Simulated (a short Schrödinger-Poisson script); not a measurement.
Stack: MOS inversion layer, SiO2 on p-type Si(111), at 300 K.

| layer | material | thickness (nm) | Na (cm⁻³) |
|---|---|---|---|
| 1 | SiO2 | 2.9 | - |
| 2 | Si | 1500 | 8.2e16 |

Constants are typed, rounded textbook-type inputs, not results; the design itself was drawn at random and stands for no fabricated device. SiO2: permittivity 3.9, conduction-band edge (eV) 3.15, gap (eV) 9, electron mass (mₑ) 0.5. Si: permittivity 11.7, conduction-band edge (eV) 0, gap (eV) 1.124, Nv at 300 K (cm⁻³) 3.1e19.

Channel valleys (confinement mass, in-plane density-of-states mass, number): Δ6 0.258, 0.358, 6. At the gate the conduction-band edge of layer 1 lies 3.5 eV − eVg above the Fermi level of the channel; the field vanishes at the back. Gaps are held at their typed values at every temperature. Mesh 0.03 nm at interfaces.

From a short Schrödinger-Poisson script (our own, NumPy): 1D Poisson equation in equilibrium, electrons quantum, Hartree (BenDaniel-Duke, 12 states a valley, the channel's in-plane mass for all, wave functions free to enter the dielectric), parabolic valleys, classical holes, full ionisation, no traps, pinning or gate leakage.

Only gate voltages with over 1e8 electrons/cm² are shown.

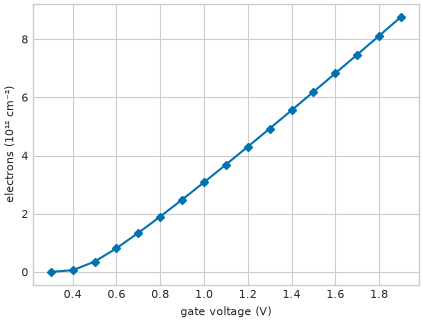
Figure. Sheet density against gate voltage

| Vg (V) | electrons (cm⁻²) | C (μF/cm²) | Δ6 E0 (meV) | Δ6 E1 (meV) |
|---|---|---|---|---|
| 0.3 | 2.62e9 | 0.100 | 239.0 | 291.0 |
| 0.4 | 6.03e10 | 0.310 | 157.5 | 211.9 |
| 0.5 | 3.54e11 | 0.670 | 111.1 | 169.0 |
| 0.6 | 8.15e11 | 0.815 | 88.9 | 150.6 |
| 0.7 | 1.34e12 | 0.881 | 75.4 | 140.7 |
| 0.8 | 1.90e12 | 0.920 | 65.8 | 134.6 |
| 0.9 | 2.48e12 | 0.946 | 58.4 | 130.5 |
| 1 | 3.08e12 | 0.966 | 52.3 | 127.4 |
| 1.1 | 3.69e12 | 0.981 | 47.1 | 125.2 |
| 1.2 | 4.30e12 | 0.993 | 42.7 | 123.5 |
| 1.3 | 4.93e12 | 1.00 | 38.7 | 122.1 |
| 1.4 | 5.56e12 | 1.01 | 35.1 | 121.1 |
| 1.5 | 6.19e12 | 1.02 | 31.9 | 120.3 |
| 1.6 | 6.83e12 | 1.03 | 28.9 | 119.6 |
| 1.7 | 7.47e12 | 1.03 | 26.1 | 119.1 |
| 1.8 | 8.12e12 | 1.04 | 23.5 | 118.7 |
| 1.9 | 8.77e12 | 1.04 | 21.1 | 118.4 |

Subbands count from the Fermi level.
